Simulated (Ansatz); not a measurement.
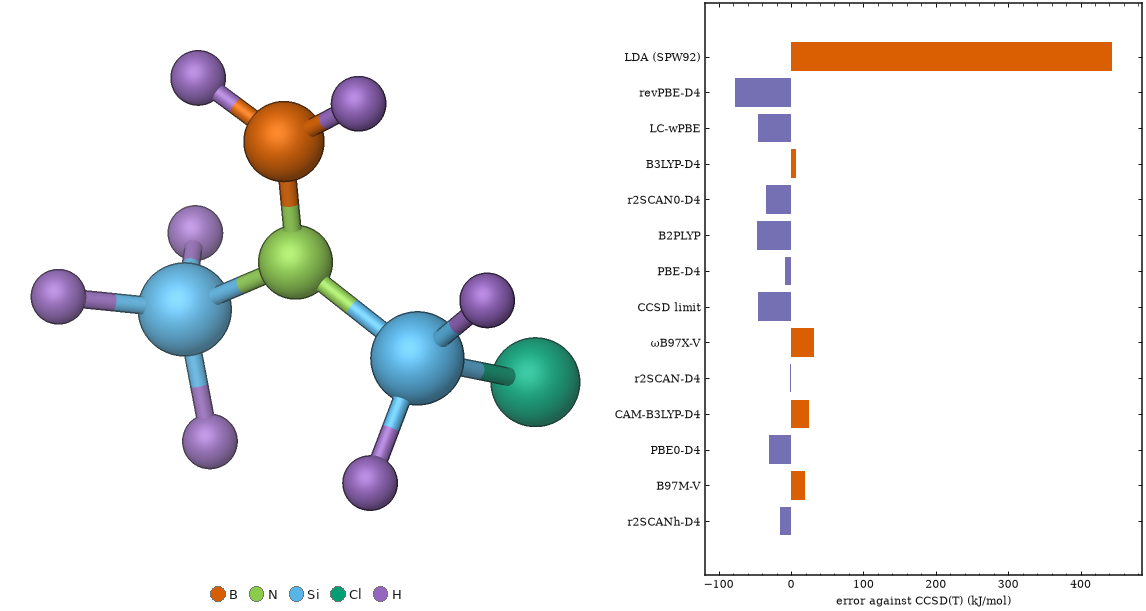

Error in the electronic atomisation energy (method less reference, so positive means overbinding) of BSi₂NH₇Cl, SMILES BN([SiH3])[SiH2]Cl: functionals in def2-TZVPP against frozen-core CCSD(T) at the limit (MP2 extrapolated from triple and quadruple zeta, plus CCSD(T) less MP2 in a smaller set), which gives 4016.4 kJ/mol, at a PBE0-D4/def2-TZVP geometry (a minimum by its frequencies), no zero-point or spin-orbit term, the Ansatz code. The reference leaves out core correlation, a term that grows with the number of heavy atoms. B2PLYP holds a correlation term that converges slowly with the basis, so part of the distance to the limit is basis error. No dispersion term is added to LC-wPBE and B2PLYP. Limit means the basis limit.

What range do the values span?

Answer. From −77.5 kJ/mol (revPBE-D4) to 443.9 kJ/mol (LDA (SPW92)).

Which of these levels overbind, and which underbind?

Answer. Overbind: LDA (SPW92) and ωB97X-V. Underbind: revPBE-D4, LC-wPBE, r2SCAN0-D4, B2PLYP, CCSD limit and PBE0-D4. Within 25 kJ/mol of zero, too close to call in view of what the reference leaves out: B3LYP-D4, PBE-D4, r2SCAN-D4, CAM-B3LYP-D4, B97M-V and r2SCANh-D4.

Limits of at least one run: one conformer of a flexible molecule.
